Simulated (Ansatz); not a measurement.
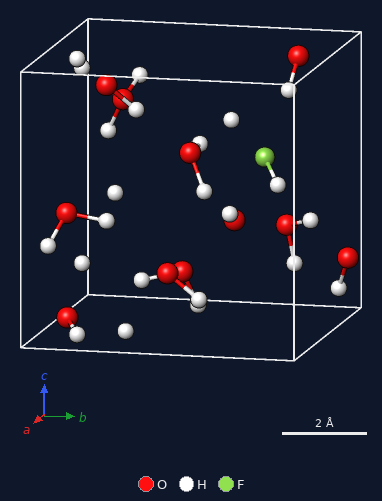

Starting frame of a dynamics run of a periodic cell with 10 H2O + 1 HF at 1.106 g/cm³. Style: ball-and-stick. Shown: the simulation cell, slightly off an axis.

Method: DFT PBE-D3(BJ), scalar-relativistic, plane waves, PAW in Ansatz.

Input
```yaml
crystal:
  lattice:
    - [6.698789, 0.0, 0.0]
    - [0.0, 6.698789, 0.0]
    - [0.0, 0.0, 6.698789]
  atoms:
    - { symbol: O, position: [0.28244052, 0.19729629, 0.77256716] }
    - { symbol: H, position: [0.15194614, 0.22684242, 0.83644922] }
    - { symbol: H, position: [0.24235615, 0.13398651, 0.64827879] }
    - { symbol: O, position: [0.00537923, 0.53797031, 0.29670209] }
    - { symbol: H, position: [-0.00829718, 0.64982398, 0.20370738] }
    - { symbol: H, position: [0.14272012, 0.55396234, 0.34668201] }
    - { symbol: O, position: [0.71817781, 0.5505668, 0.67849794] }
    - { symbol: H, position: [0.57119616, 0.55017566, 0.68306387] }
    - { symbol: H, position: [0.74704638, 0.60929687, 0.54674129] }
    - { symbol: O, position: [0.48372976, 0.4641517, 0.19957446] }
    - { symbol: H, position: [0.43358107, 0.50957248, 0.07058773] }
    - { symbol: H, position: [0.52479633, 0.32517404, 0.16924839] }
    - { symbol: O, position: [0.61177219, 0.87793595, 0.41266481] }
    - { symbol: H, position: [0.70613873, 0.98818105, 0.45211603] }
    - { symbol: H, position: [0.58824828, 0.90070967, 0.26975958] }
    - { symbol: O, position: [0.16615648, -0.00743351, 0.21323615] }
    - { symbol: H, position: [0.10444979, -0.05640659, 0.0886678] }
    - { symbol: H, position: [0.29333801, 0.0503611, 0.17305873] }
    - { symbol: O, position: [0.91454342, 0.29201279, 0.95000138] }
    - { symbol: H, position: [0.95043339, 0.37119466, 1.06862537] }
    - { symbol: H, position: [0.85626785, 0.38696773, 0.85396669] }
    - { symbol: O, position: [0.57266415, 0.0650898, 1.03078983] }
    - { symbol: H, position: [0.70039712, 0.13236803, 0.99686013] }
    - { symbol: H, position: [0.48044156, 0.09601725, 0.9192685] }
    - { symbol: O, position: [0.90085668, 0.14272188, 0.47662104] }
    - { symbol: H, position: [0.88228055, 0.28501639, 0.45092218] }
    - { symbol: H, position: [0.99904053, 0.0992973, 0.37377596] }
    - { symbol: O, position: [1.01274191, 0.77318387, 0.90484994] }
    - { symbol: H, position: [0.88554888, 0.74251375, 0.83925482] }
    - { symbol: H, position: [1.11296397, 0.7626556, 0.79942031] }
    - { symbol: F, position: [0.32893325, 0.72818207, 0.59633954] }
    - { symbol: H, position: [0.43623359, 0.80204787, 0.5197399] }
basis:
  ecutwfc: 420.0
kpoints:
  mp_grid: { grid: [1, 1, 1] }
hamiltonian:
  xc: pbe
  dispersion: d3bj
scf:
  occupations: { method: fermi_dirac, width: 0.02 }
  lower_state_search: "off"
md:
  timestep: 0.5
  n_steps: 300
  ensemble: nvt_langevin
  temperature: 300.0
  initial_velocities: maxwell_boltzmann
  seed: 237659
  friction: 0.02
  masses: [{ species: H, mass: 2.014 }]
```

Run as
```bash
ansatz run input.yaml --threads 1 --pin off --max-ram 3072MiB --backend cpu --events-out ev --progress --plain --runs-dir out
```

What does the trajectory do?

Over the second half the temperature averages 271 K (spread ±37 K). The potential energy in the second half lies on average 29.3 meV per atom above the first frame. In the second half of the run the atoms are, in the root-mean-square, this far from where they began (common drift taken out): H 0.42 Å, O 0.31 Å, F 0.12 Å. The heavy atoms stay within a fraction of a molecule's size of their starting places; so short a run doesn't tell a liquid from a solid.

Along the run (each row but the first and the last is the mean over the interval that it begins):

| time (fs) | potential energy (meV/atom) | T (K) |
| --- | --- | --- |
| 0.0 | 0.0 | 291 |
| 15.0 | 17.0 | 169 |
| 30.0 | 24.1 | 197 |
| 45.0 | 25.8 | 229 |
| 60.0 | 28.5 | 263 |
| 75.0 | 29.2 | 242 |
| 90.0 | 30.1 | 244 |
| 105.0 | 29.8 | 291 |
| 120.0 | 27.6 | 313 |
| 135.0 | 29.7 | 264 |
| 150.0 | 30.4 | 287 |

The paths of the atoms:

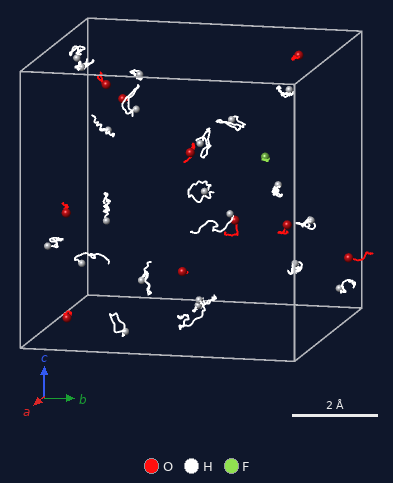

Limits of the set-up: masses were changed (H 2.014 u), which shifts the vibrations; the periodic images lie only 6.7 Å apart, so the values are limited by the cell's size.

The run took 3 min on 1 thread of AMD EPYC 9R45 96-Core Processor (Zen 5), on a shared host, peak memory 0.52 GiB.
